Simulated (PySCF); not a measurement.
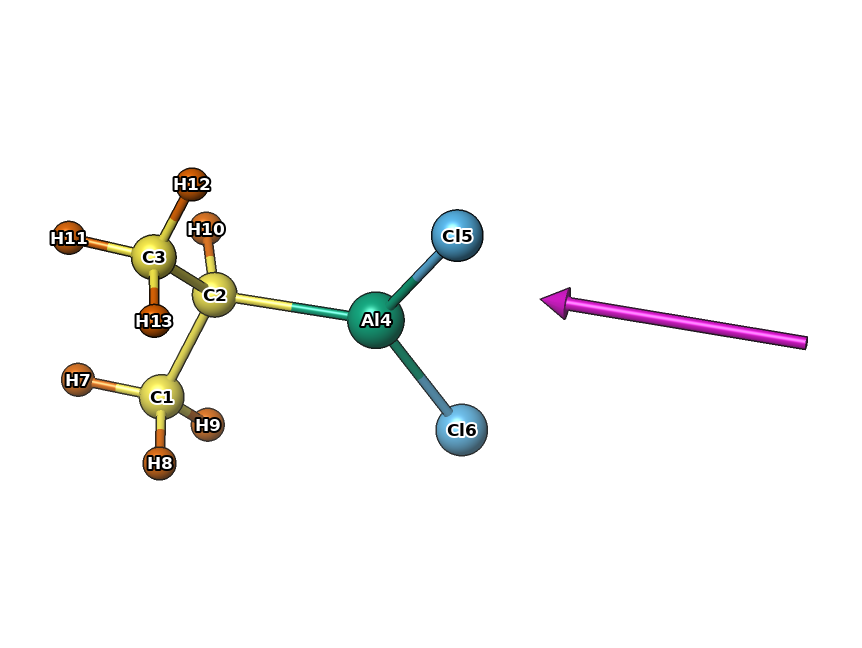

The arrow beside the molecule shows the direction of the dipole moment, from the negative to the positive end (its length means nothing). The geometry was computed by an optimisation with GFN2-xTB. No frequency run is at hand to confirm it as a minimum. Method: CAM-B3LYP/def2-SVPD, gas phase (PySCF 2.14.0).

How large is the dipole moment?

1.74 D; it points from the side of Cl5, Cl6 to the side of H7, H11 (the outermost atoms at the two ends).

The geometry is semi-empirical. Around Al such bond lengths and angles can be off by a tenth of an ångström or more and by several degrees, and values that hang on the shape move with them.
